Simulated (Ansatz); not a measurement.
**Computed scan of one atom of the cell: TiO2 (rutile)**

TiO$_{2}$ (rutile)

```
TiO2
1.0
    4.59159     0.00000     0.00000
    0.00000     4.59159     0.00000
    0.00000     0.00000     2.93910
Ti O
2 4
Direct
  0.00000   0.00000   0.00000
  0.50000   0.50000   0.50000
  0.30442   0.30442   0.00000
  0.80442   0.19558   0.50000
  0.19558   0.80442   0.50000
  0.69558   0.69558   0.00000
```

In each cell atom 1 (Ti, nearest neighbour O at 1.942 Å; its periodic images, 2.9 Å or more away, move with it) moves by s·(0.707, 0.707, 0.000) (along Cartesian [110]), the rest being held.

Method: PBEsol (plane waves to 420 eV, PAW, scalar-relativistic; Ansatz, a quantum-chemistry and plane-wave program). k mesh 6×6×9 (Γ-centred), Fermi-Dirac smearing 0.05 eV. Energies are smeared free energies. The PAW data are Ansatz's earlier set. TiO2 is run without spin polarisation. TiO2 was relaxed with its symmetry unable to fall. ΔE is measured from the undisplaced structure.

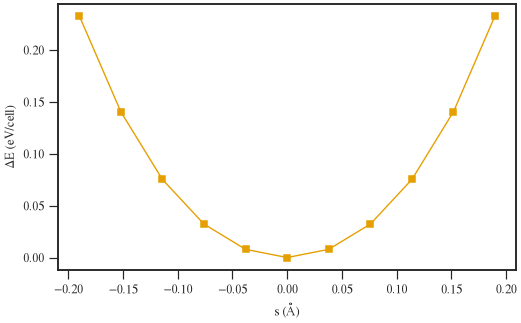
ΔE (eV/cell) against s (Å); computed points joined by lines.

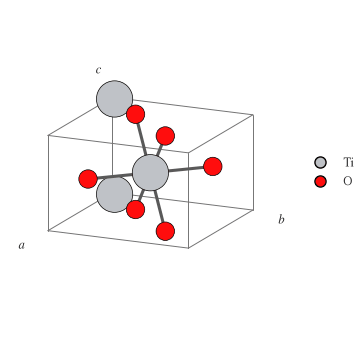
Fig. 1. The cell of the calculation at s = 0.190 Å.

The force constant k = d²E/ds² at s = 0 (finite differences) is 10.8 eV/Å² and the energy at s = 0.190 Å comes out as 233.0 meV/cell. The force along the line at s = -0.190 Å is 2.84 eV/Å. Harmonic estimate at the end of the scan: ½ks² = 195.4 meV/cell against the computed 233.0 meV/cell, so the well is stiffer than harmonic there. Shape of the curve: a single well with its minimum at or next to zero displacement.

The forces along the line at the two nearest points give (0.418 − (-0.418)) / (2·0.038) = 11.00 eV/Å²; the next pair corrects for the finite step.

(A displaced cell: forces are minus the slopes of the energy, force constants its curvatures, and phonons follow from these.)
